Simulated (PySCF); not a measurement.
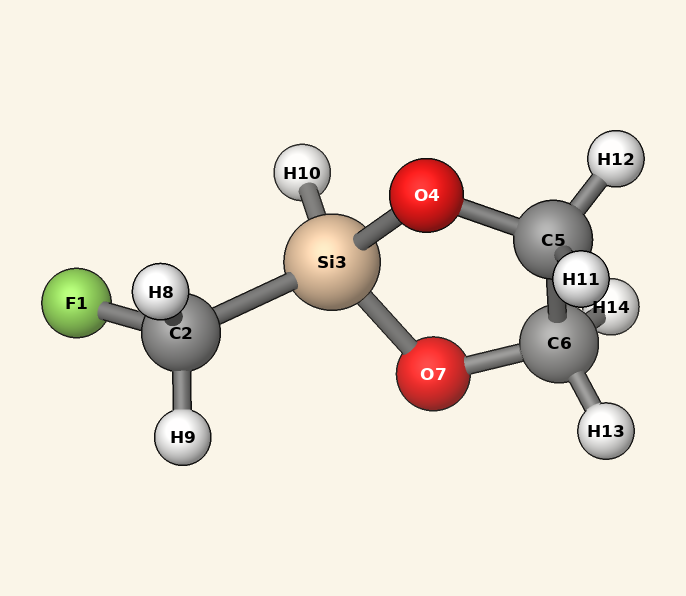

The geometry was computed by an optimisation with GFN2-xTB. No frequency run is at hand to confirm it as a minimum. Electric field gradients from the ground-state density, PBE0/pcSseg-1 (PySCF 2.14.0), non-relativistic apart from any core potentials.

Give the largest field-gradient component, the quadrupole coupling constant and the asymmetry for 17O at O4 (Q = −25.6 mb), 17O at O7 (Q = −25.6 mb), 2H at H8 (Q = 2.86 mb), 2H at H9 (Q = 2.86 mb), 2H at H10 (Q = 2.86 mb), 2H at H11 (Q = 2.86 mb).

```
atom  V_zz (a.u.)  e²qQ/h (MHz)     η
  O4        1.721        −10.35  0.44
  O7        1.713        −10.31  0.45
  H8        0.300         0.201  0.09
  H9        0.299         0.201  0.10
 H10        0.161         0.108  0.01
 H11        0.294         0.197  0.05
```

The geometry is semi-empirical. Around Si such bond lengths and angles can be off by a tenth of an ångström or more and by several degrees, and values that hang on the shape move with them.
